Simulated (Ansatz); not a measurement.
Input file:

```
crystal:
  lattice:
    - [-2.7536302, 2.7536302, 5.5070794]
    - [2.7536302, -2.7536302, 5.5070794]
    - [2.7536302, 2.7536302, -5.5070794]
  atoms:
    - { symbol: Al, position: [0.5, 0.5, 0.0] }
    - { symbol: Ga, position: [0.0, 0.0, 0.0] }
    - { symbol: Ga, position: [0.25, 0.75, 0.5] }
    - { symbol: Ga, position: [0.75, 0.25, 0.5] }
    - { symbol: P, position: [0.125649, 0.125649, 0.500781] }
    - { symbol: P, position: [0.375132, 0.874351, 0.0] }
    - { symbol: P, position: [0.624868, 0.624868, 0.499219] }
    - { symbol: P, position: [0.874351, 0.375132, 0.0] }
basis:
  ecutwfc: 420
kpoints:
  mp_grid: { grid: [8, 8, 8] }
  band_path:
    path:
      - [[0.0, 0.0, 0.0], [0.0, 0.0, 0.5], [0.25, 0.25, 0.25], [0.0, 0.5, 0.0], [0.0, 0.0, 0.0], [0.5, 0.5, -0.5], [0.31250411, 0.68749589, -0.31250411]]
      - [[-0.31250411, 0.31250411, 0.31250411], [0.0, 0.0, 0.0]]
      - [[0.0, 0.0, 0.5], [-0.12500822, 0.12500822, 0.5]]
      - [[0.5, 0.5, -0.12500822], [0.5, 0.5, -0.5]]
    npoints: 14
hamiltonian:
  xc: pbesol
scf:
  occupations: { method: gaussian, width: 0.02 }
  n_extra_bands: 20
output:
  forces: true
  stress: true
  eigenvalues: true
  populations: true
  dos: { projected: true, de: 0.02, nscf_kmesh: { grid: [12, 12, 12] } }
  bader: true
  write_density: true
  write_potential: true
  elf: true
  volumetric_format: npy
```

Run with:

```sh
ansatz run input.yaml --threads 4 --pin off --max-ram 8192MiB --backend cpu --events-out ev --progress --plain --runs-dir out
```

Below, planes, directions and counts refer to the conventional cell (a = 5.51 Å, b = 5.51 Å, c = 11.01 Å, α = 90.00°, β = 90.00°, γ = 90.00°).

Space group I-42m; a structure generated by program, which may or may not match a known phase; computed pressure about −3 GPa in this cell.

The calculation used DFT PBEsol, scalar-relativistic, plane waves, PAW (Ansatz).

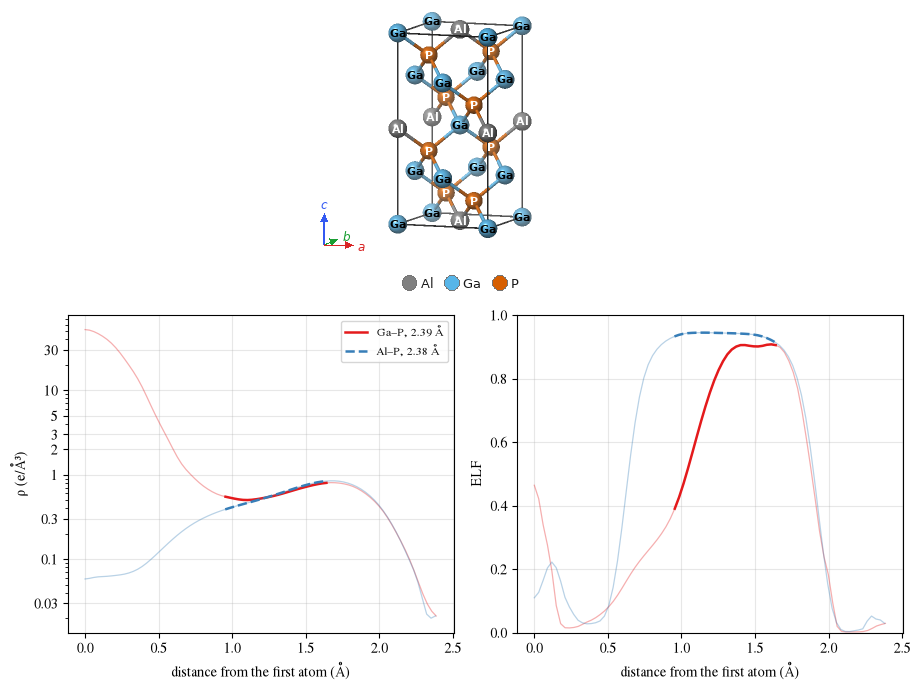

AlGa3P4. Valence electron density and ELF along straight lines between neighbouring atoms. Thin, pale parts lie inside the atomic spheres. The structure is drawn too.

In a PAW calculation such maps are meaningful between the atoms, not at the nuclei.

> What can be read from the curves?

Ga–P (2.39 Å): ρ is about 0.52 e/Å³ halfway; the ELF peaks at about 0.90 in the valence shell of P, 0.8 Å from its nucleus, and is about 0.75 at the midpoint.
Al–P (2.38 Å): ρ is about 0.51 e/Å³ halfway; the ELF peaks at about 0.95 between the atoms (localised, covalent bonding).
